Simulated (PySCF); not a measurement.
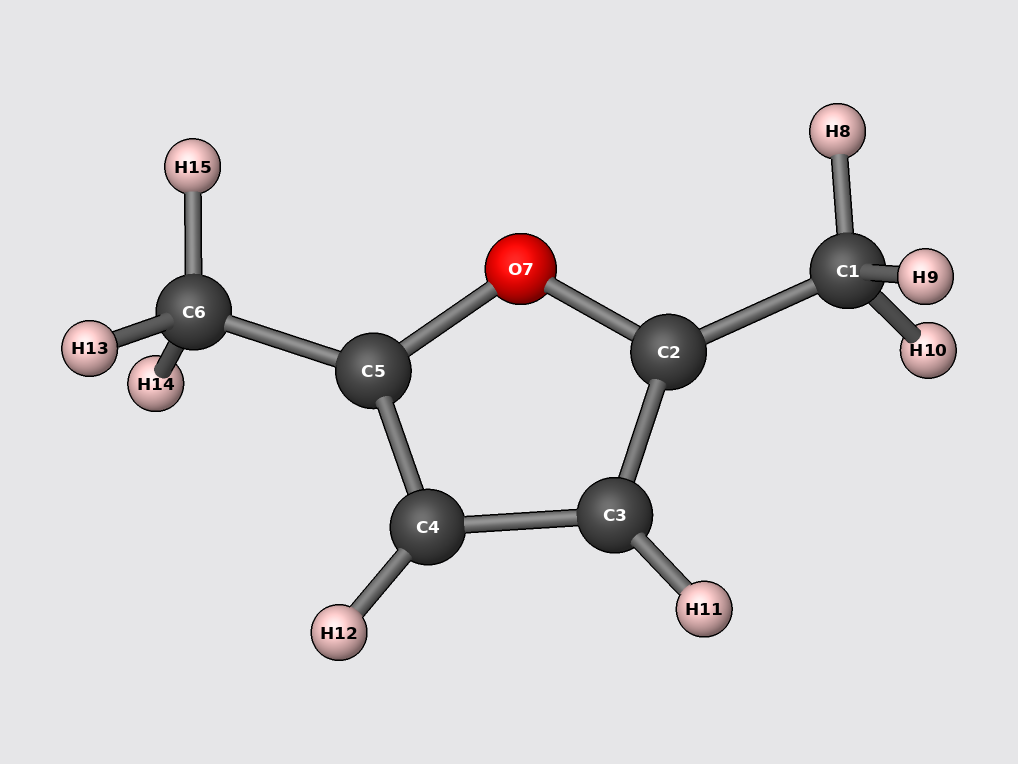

The questions are on Mulliken spin populations. Charge +1, doublet. The geometry was computed by an optimisation with GFN2-xTB. No frequency run is at hand to confirm it as a minimum. Method: UKS B3LYP, pcH-1 on C H O, non-relativistic (PySCF 2.14.0).

List the Mulliken spin populations.

```csv
atom,value (e)
C1,−0.02
C2,0.42
C3,0.07
C4,0.07
C5,0.43
C6,−0.03
O7,−0.06
H8,0.00
H9,0.02
H10,0.04
H11,0.00
H12,0.00
H13,0.02
H14,0.04
H15,0.01
```

Mulliken values depend strongly on the basis set.
